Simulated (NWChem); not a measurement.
**BNH6 (SMILES [BH3-][NH3+]) at MP2/STO-3G**

We compute the energy of BNH6. 

The results are computed with NWChem 7.3.0.

1 further run of the same task is left out (set aside as unsound or not needed).

## 1. The structure to begin with

The species is BNH6 (8 atoms), meant as a singlet with charge 0. As SMILES, `[BH3-][NH3+]`. The shape is that of a PBE0-D4/def2-TZVP optimisation.

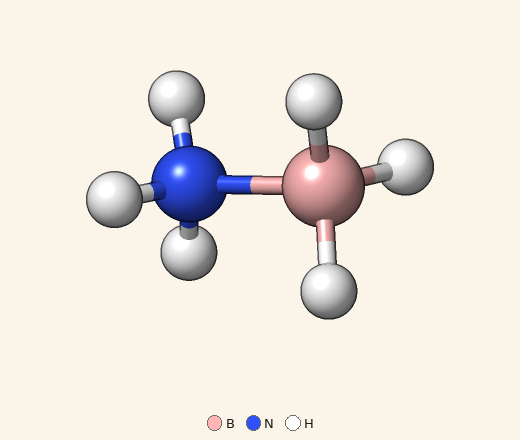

Viewed from a chosen angle; boron pink, nitrogen blue, hydrogen white.

## 2. The energy at MP2/STO-3G

run.nw reads:

```
start run
title "BH6N energy"
memory total 2200 mb

geometry units angstroms noautoz
B     -0.191300     0.250800    -0.775400
N      0.206500    -0.255100     0.731700
H     -0.078200    -0.728400    -1.481000
H     -1.332600     0.649700    -0.687200
H      0.604400     1.126600    -1.038400
H      0.140800     0.507000     1.398700
H      1.156600    -0.611300     0.755300
H     -0.414000    -0.996500     1.040500
end

basis spherical bse
* library STO-3G
end

scf
maxiter 60
end

mp2
freeze core 2
end

task mp2 energy
```

Started as:

```bash
$ nwchem run.nw > run.out
```

What values should one expect? Wanted: total energy; HOMO energy; LUMO energy; HOMO–LUMO gap; correlation energy.

Answer, from the run:

At MP2/STO-3G, 2 core orbitals frozen:

```
                                   quantity         value
                               total energy  -81.69376 Eh
        HOMO energy (Hartree–Fock orbitals)      -9.45 eV
        LUMO energy (Hartree–Fock orbitals)      14.26 eV
      HOMO–LUMO gap (Hartree–Fock orbitals)      23.71 eV
correlation energy (2 core orbitals frozen)     -99.8 mEh
```
